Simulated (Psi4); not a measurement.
# CH2BFN− (SMILES N#C[BH2-]F): wB97X/6-311+G(d,p)

Aim: the vertical ionisation energy of CH2BFN− at wB97X/6-311+G**, from 2 runs. 

Program for the calculation: Psi4 1.11.

1 further run of the same task is left out (set aside as unsound or not needed).

## (1) The structure to begin with

CH2BFN−: 6 atoms, total charge -1, spin state singlet. SMILES: `N#C[BH2-]F`. The shape is that of a GFN2-xTB optimisation.

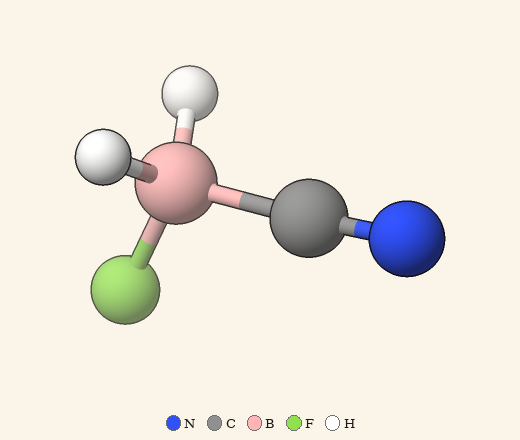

Viewed from a chosen angle; nitrogen blue, carbon grey, boron pink, fluorine green, hydrogen white.

## (2) A single-point energy at wB97X/6-311+G(d,p)

The input, calc.dat:

```
memory 1600 mb

molecule {
  -1 1
  N      0.722410    -1.937290     0.820490
  C      0.334710    -0.937190     0.389970
  B     -0.120860     0.456860    -0.171960
  F     -1.451330     0.359680    -0.727330
  H      0.651130     0.794000    -1.057090
  H     -0.136070     1.263930     0.745910
  symmetry c1
}

set puream true
set e_convergence 1e-09
set d_convergence 1e-08
set scf_type pk
set dft_radial_points 99
set dft_spherical_points 590

e_tot, wfn = energy("wb97x/6-311+G**", return_wfn=True)
oeprop(wfn, "MULLIKEN_CHARGES", "DIPOLE", "QUADRUPOLE", title="WB97X")
```

Command:

```bash
$ psi4 calc.dat calc.out -n 1
```

calc.out:

```text
[...]
  Running in c1 symmetry.
[...]
  Nuclear repulsion =   87.630670084600951
[...]
  Multiplicity = 1
[...]
  Nalpha       = 15
  Nbeta        = 15
[...]
    Number of basis functions: 100
[...]
   @RKS iter   1:  -218.70907191009692   -1.18220e+00   5.97384e-03 DIIS/ADIIS
[...]
   @RKS iter  12:  -218.86894151365379   -1.77067e-11   5.52069e-09 DIIS
[...]
    Orbital Energies [Eh]
    ---------------------
    Doubly Occupied:
       1A    -24.486082     2A    -14.195036     3A    -10.081546
       4A     -6.639910     5A     -1.065456     6A     -0.840078
       7A     -0.506229     8A     -0.378158     9A     -0.339756
      10A     -0.338808    11A     -0.301547    12A     -0.269454
      13A     -0.256466    14A     -0.232746    15A     -0.188955
[...]
  @RKS Final Energy:  -218.86894151365379
   => Energetics <=
    Nuclear Repulsion Energy =             87.6306700846009505
    One-Electron Energy =                -479.6775710842158560
    Two-Electron Energy =                 192.7727368680963025
    DFT Exchange-Correlation Energy =     -19.5947773821352094
    Empirical Dispersion Energy =           0.0000000000000000
    VV10 Nonlocal Energy =                  0.0000000000000000
    Total Energy =                       -218.8689415136537946
[...]
 Multipole Moments:
 ------------------------------------------------------------------------------------
     Multipole            Electronic (a.u.)      Nuclear  (a.u.)        Total (a.u.)
 ------------------------------------------------------------------------------------
 L = 1.  Multiply by 2.5417464519 to convert [e a0] to [Debye]
 Dipole X            :         -2.2195491            1.9589977           -0.2605514
 Dipole Y            :         -1.0895270            1.1493628            0.0598358
 Dipole Z            :         -0.6860828            0.5560776           -0.1300052
 Magnitude           :                                                    0.2972687
 L = 2.  Multiply by 1.3450342976 to convert [e a0^2] to [Debye ang]
 Quadrupole XX       :       -104.6095952           80.5556202          -24.0539749
 Quadrupole XY       :         70.3288403          -66.8561981            3.4726422
[...]
  Mulliken Charges: (a.u.)
   Center  Symbol    Alpha    Beta     Spin     Total
       1     N     3.72356  3.72356  0.00000 -0.44713
       2     C     2.99530  2.99530  0.00000  0.00939
       3     B     2.49671  2.49671  0.00000  0.00658
       4     F     4.64657  4.64657  0.00000 -0.29313
       5     H     0.56892  0.56892  0.00000 -0.13784
       6     H     0.56893  0.56893  0.00000 -0.13787
   Total alpha = 15.00000, Total beta = 15.00000, Total charge = -1.00000
    Psi4 run time: 0:00:13.05
```

Wall time 14 s (1 thread of AMD EPYC 9R45 (Zen 5), shared host); peak memory 0.79 GiB.

## (3) Doublet neutral CH2BFN

The input, job.in:

```
memory 1.6 GB

molecule {
  0 2
  N      0.722410    -1.937290     0.820490
  C      0.334710    -0.937190     0.389970
  B     -0.120860     0.456860    -0.171960
  F     -1.451330     0.359680    -0.727330
  H      0.651130     0.794000    -1.057090
  H     -0.136070     1.263930     0.745910
  symmetry c1
}

set {
  basis                6-311+G**
  reference            uks
  puream               true
  e_convergence        1e-09
  d_convergence        1e-08
  scf_type             pk
  dft_radial_points    99
  dft_spherical_points 590
  maxiter              200
}

e = energy('wb97x')
```

Command:

```bash
$ psi4 job.in job.out -n 1
```

job.out:

```text
[...]
  Running in c1 symmetry.
[...]
  Nuclear repulsion =   87.630670084600951
[...]
  Multiplicity = 2
[...]
  Nalpha       = 15
  Nbeta        = 14
[...]
    Number of basis functions: 100
[...]
   @UKS iter   1:  -218.57366706315111   -1.04679e+00   4.71149e-03 ADIIS/DIIS
[...]
   @UKS iter  18:  -218.67316923629471   -2.16005e-12   6.72781e-09 DIIS
[...]
   @S^2 Observed:                7.639943846E-01
[...]
    Orbital Energies [Eh]
    ---------------------
    Alpha Occupied:
       1A    -24.770617     2A    -14.433613     3A    -10.305323
       4A     -6.929934     5A     -1.340444     6A     -1.072250
       7A     -0.775834     8A     -0.637912     9A     -0.626353
      10A     -0.614360    11A     -0.536727    12A     -0.525212
      13A     -0.492155    14A     -0.480656    15A     -0.473512
    Alpha Virtual:
      16A      0.047708    17A      0.056794    18A      0.072875
      19A      0.079155    20A      0.085419    21A      0.099761
      22A      0.129839    23A      0.154790    24A      0.156721
      25A      0.180768    26A      0.204198    27A      0.232828
[...]
  @UKS Final Energy:  -218.67316923629471
   => Energetics <=
    Nuclear Repulsion Energy =             87.6306700846009505
    One-Electron Energy =                -472.2931621287808639
    Two-Electron Energy =                 185.4097011687033216
    DFT Exchange-Correlation Energy =     -19.4203783608181624
    Empirical Dispersion Energy =           0.0000000000000000
    VV10 Nonlocal Energy =                  0.0000000000000000
    Total Energy =                       -218.6731692362947115
[...]
 Multipole Moments:
 ------------------------------------------------------------------------------------
     Multipole            Electronic (a.u.)      Nuclear  (a.u.)        Total (a.u.)
 ------------------------------------------------------------------------------------
 L = 1.  Multiply by 2.5417464519 to convert [e a0] to [Debye]
 Dipole X            :         -1.6901147            1.9589977            0.2688830
 Dipole Y            :         -0.0230393            1.1493628            1.1263235
 Dipole Z            :         -0.7321306            0.5560776           -0.1760530
 Magnitude           :                                                    1.1712802
[...]
```

Run time: 28 s. Hardware: 1 thread of AMD EPYC 9R45 (Zen 5), shared host; peak memory 0.79 GiB.

## (4) What came out

Level: wB97X/6-311+G**.

```
                                                              quantity          value
                                         singlet CH2BFN−: total energy  -218.86894 Eh
                                          singlet CH2BFN−: HOMO energy       -5.14 eV
                                          singlet CH2BFN−: LUMO energy        5.25 eV
singlet CH2BFN−: HOMO–LUMO gap (to an unbound level, set by the basis)       10.39 eV
                                  doublet neutral CH2BFN: total energy  -218.67317 Eh
                                 doublet neutral CH2BFN: dipole moment         2.98 D
            doublet neutral CH2BFN: HOMO energy (highest over α and β)      -12.71 eV
             doublet neutral CH2BFN: LUMO energy (lowest over α and β)       -5.55 eV
                                          doublet neutral CH2BFN: ⟨S²⟩          0.764
                   vertical detachment energy (to the doublet neutral)       5.327 eV
```

**Reading.** The vertical ionisation energy comes to 5.33 eV (123 kcal/mol). −ε(HOMO) before ionisation, 5.14 eV, is 0.19 eV below this ionisation energy.
